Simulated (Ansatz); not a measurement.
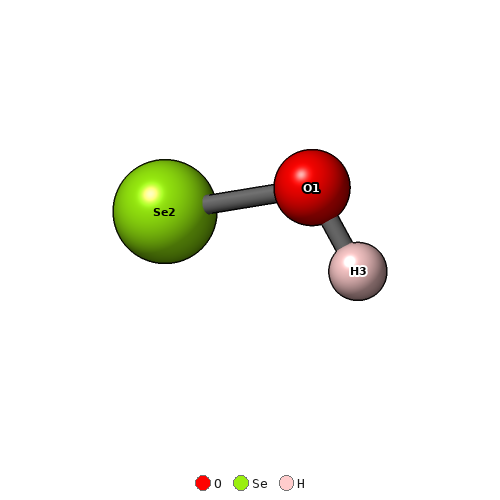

The system is HOSe, SMILES O[Se], spin multiplicity 2; the picture shows the reference structure. The first coordinate is: angle Se2–O1–H3 (carried through 180); the second: change of the bonds O1–Se2, O1–H3, all alike. Nothing is relaxed (all other coordinates rigid). The grid has 15 × 15 points; 120 points were computed and 105 follow by symmetry. Points are written as (first, second). Energies: eV, counted from the lowest grid point. Level of theory: UKS B3LYP-D4/def2-TZVP (Ansatz 0.2.0).

Its coordinates:

```xyz
3

O    -0.2495   -0.4957   -0.1872
Se    1.1211    0.3031    0.6469
H    -0.8716    0.1926   -0.4597
```

Range: angle Se2–O1–H3 (carried through 180) from 89.8 to 270.2°; change of the bonds O1–Se2, O1–H3, all alike from −0.152 to 0.235 Å.

Q: What landscape does the calculation give?

A: The lowest grid point is at (102.7°, 0.014 Å); the map holds 2 wells of about this depth. No other kind of well shows on this grid. The highest grid point, (180.0°, 0.235 Å), lies 2.85 eV above the lowest. On the interpolated surface the easiest way out of the lowest well to a well of about the same depth near (257.3°, 0.014 Å) passes a barrier of about 1.2 eV.

| second ↓, first → | 89.8 | 102.7 | 115.6 | 128.5 | 141.3 | 154.2 | 167.1 | 180.0 | 192.9 | 205.8 | 218.7 | 231.5 | 244.4 | 257.3 | 270.2 |
| --- | --- | --- | --- | --- | --- | --- | --- | --- | --- | --- | --- | --- | --- | --- | --- |
| 0.235 | 1.31 | 1.25 | 1.35 | 1.59 | 1.94 | 2.34 | 2.70 | 2.85 | 2.70 | 2.34 | 1.94 | 1.59 | 1.35 | 1.25 | 1.31 |
| 0.207 | 1.09 | 1.02 | 1.11 | 1.35 | 1.69 | 2.09 | 2.44 | 2.59 | 2.44 | 2.09 | 1.69 | 1.35 | 1.11 | 1.02 | 1.09 |
| 0.179 | 0.88 | 0.80 | 0.88 | 1.12 | 1.46 | 1.85 | 2.19 | 2.33 | 2.19 | 1.85 | 1.46 | 1.12 | 0.88 | 0.80 | 0.88 |
| 0.152 | 0.69 | 0.60 | 0.68 | 0.91 | 1.25 | 1.63 | 1.96 | 2.10 | 1.96 | 1.63 | 1.25 | 0.91 | 0.68 | 0.60 | 0.69 |
| 0.124 | 0.52 | 0.42 | 0.49 | 0.71 | 1.04 | 1.42 | 1.74 | 1.87 | 1.74 | 1.42 | 1.04 | 0.71 | 0.49 | 0.42 | 0.52 |
| 0.097 | 0.39 | 0.26 | 0.32 | 0.54 | 0.87 | 1.24 | 1.55 | 1.67 | 1.55 | 1.24 | 0.87 | 0.54 | 0.32 | 0.26 | 0.39 |
| 0.069 | 0.28 | 0.13 | 0.19 | 0.40 | 0.72 | 1.08 | 1.37 | 1.49 | 1.37 | 1.08 | 0.72 | 0.40 | 0.19 | 0.13 | 0.28 |
| 0.041 | 0.20 | 0.04 | 0.08 | 0.29 | 0.60 | 0.94 | 1.23 | 1.34 | 1.23 | 0.94 | 0.60 | 0.29 | 0.08 | 0.04 | 0.20 |
| 0.014 | 0.18 | 0.00 | 0.03 | 0.22 | 0.52 | 0.86 | 1.13 | 1.24 | 1.13 | 0.86 | 0.52 | 0.22 | 0.03 | 0.00 | 0.18 |
| −0.014 | 0.21 | 0.01 | 0.02 | 0.20 | 0.49 | 0.82 | 1.08 | 1.18 | 1.08 | 0.82 | 0.49 | 0.20 | 0.02 | 0.01 | 0.21 |
| −0.041 | 0.30 | 0.07 | 0.07 | 0.24 | 0.52 | 0.83 | 1.08 | 1.18 | 1.08 | 0.83 | 0.52 | 0.24 | 0.07 | 0.07 | 0.30 |
| −0.069 | 0.47 | 0.22 | 0.20 | 0.35 | 0.62 | 0.92 | 1.16 | 1.25 | 1.16 | 0.92 | 0.62 | 0.35 | 0.20 | 0.22 | 0.47 |
| −0.097 | 0.73 | 0.45 | 0.41 | 0.55 | 0.81 | 1.09 | 1.32 | 1.41 | 1.32 | 1.09 | 0.81 | 0.55 | 0.41 | 0.45 | 0.73 |
| −0.124 | 1.09 | 0.78 | 0.72 | 0.84 | 1.08 | 1.36 | 1.58 | 1.66 | 1.58 | 1.36 | 1.08 | 0.84 | 0.72 | 0.78 | 1.09 |
| −0.152 | 1.59 | 1.25 | 1.16 | 1.27 | 1.49 | 1.75 | 1.96 | 2.04 | 1.96 | 1.75 | 1.49 | 1.27 | 1.16 | 1.25 | 1.59 |

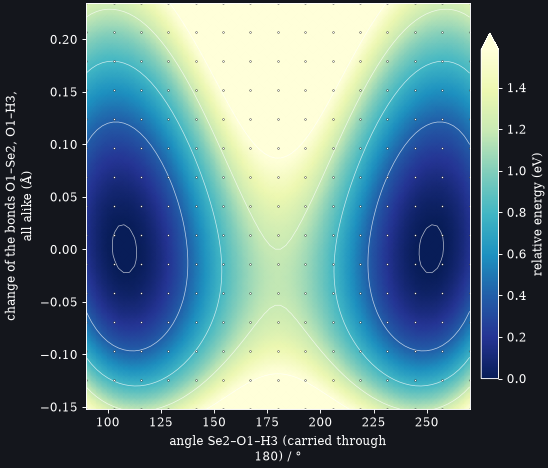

In the figure: a smooth colour map with a few white contour lines, dots at the grid points, one colour for all values above the top of the scale. Between grid points the surface is interpolated.

Each point was launched as `ansatz run input.yaml --threads 1 --pin off --max-ram 2560MiB --backend cpu --events-out ev --progress --plain --runs-dir out`. Time for the 120 points that were run: 13 min on 1 thread of Arm Neoverse V2 (shared host).
